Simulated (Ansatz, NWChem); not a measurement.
# Predicting a hybrid from its neighbours: AgF

AgF has 2 atoms, charge 0, and is taken as a singlet. SMILES: `[F][Ag]`. Geometry: relaxed at PBE0-D4/def2-TZVP.

The HOMO–LUMO gap y, in eV, basis def2-TZVP with a core potential; a is the functional's share of exact exchange. Programs: Ansatz 0.2.0, NWChem 7.3.0.

| functional | program | a | y (eV) |
| --- | --- | --- | --- |
| BLYP | Ansatz | 0 | 2.25 |
| BP86 | NWChem | 0 | 2.39 |
| B3LYP | Ansatz | 0.2 | 4.16 |
| r2SCAN0 | Ansatz | 0.25 | ? |
| PBE0 | Ansatz | 0.25 | 4.72 |
| BHLYP | Ansatz | 0.5 | 6.82 |

Q: Fit y = c + s·a to the known rows and predict r2SCAN0.

A: 
1. Means of the 5 rows: a = 0.1900, y = 4.068.
2. Σ(Δa)² = 0.172, Σ(Δa·Δy) = 1.5574, so the slope is 1.5574/0.172 = 9.0547.
3. Intercept: 4.068 − (9.0547) × 0.1900 = 2.348. The largest residual of the fit is 0.11.
4. r2SCAN0: 2.348 + (9.0547) × 0.25 = 4.61 eV.

The run gave 5.04 eV, so the prediction is off by -0.43 eV, more than the scatter of the fit. Exact exchange lowers occupied levels and raises empty ones. The rows mix families of semi-local functionals, which the line can't see.

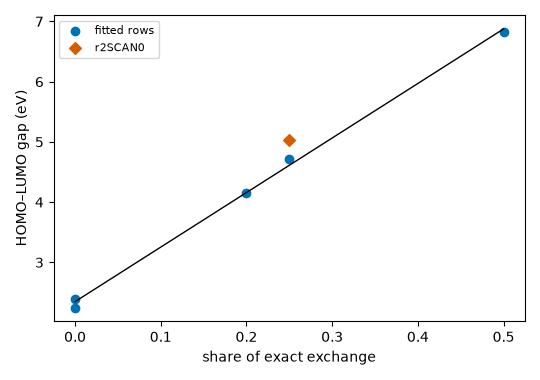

The fitted line, with the withheld row.
